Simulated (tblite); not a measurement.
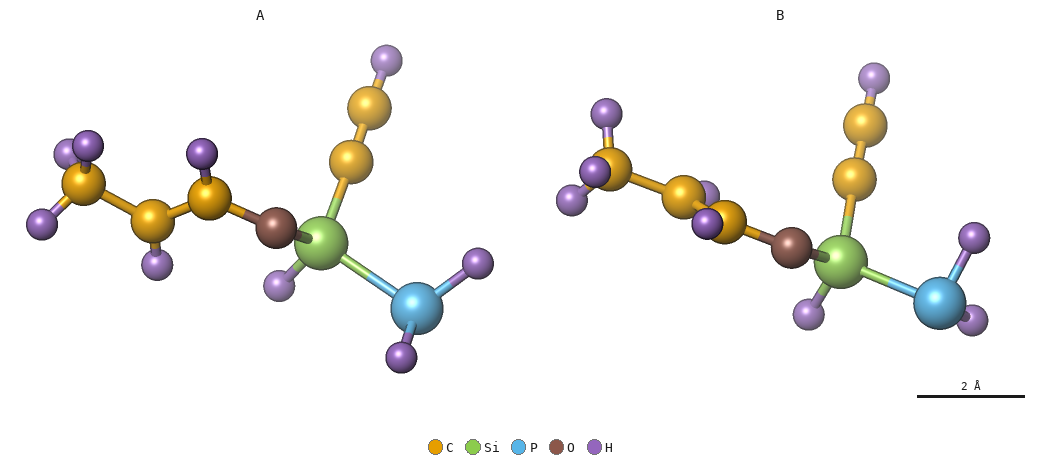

Two geometries of C₅H₉OPSi, drawn at one scale. One is the start of a relaxation, the other its converged end. The picture is a ball-and-stick view, seen at a tilt.

Level of theory: GFN2-xTB geometry optimisation, gas phase in tblite 0.8.0. 

Q: Which of the two is the end point?

A: Structure B is the relaxed one. Over 221 geometry steps the energy falls by 0.999 eV. An H atom moves most after the best rigid fit: 2.46 Å. Largest moves by element: H 2.46 Å, P 0.79 Å, C 0.56 Å, Si 0.45 Å, O 0.40 Å. Among the contacts that change: O–Si 1.710 → 1.625 Å, H–P 1.466 → 1.384 Å, C–Si 1.815 → 1.861 Å, C–O 1.374 → 1.350 Å. Bond angles that change, for instance: Si–P–H 111.4° → 93.7°, H–P–H 109.8° → 92.4°, Si–P–H 110.4° → 95.7°. Groups turn about C–O by about 55°. The run took 3.3 s on 1 thread of Arm Neoverse N1 (shared host).
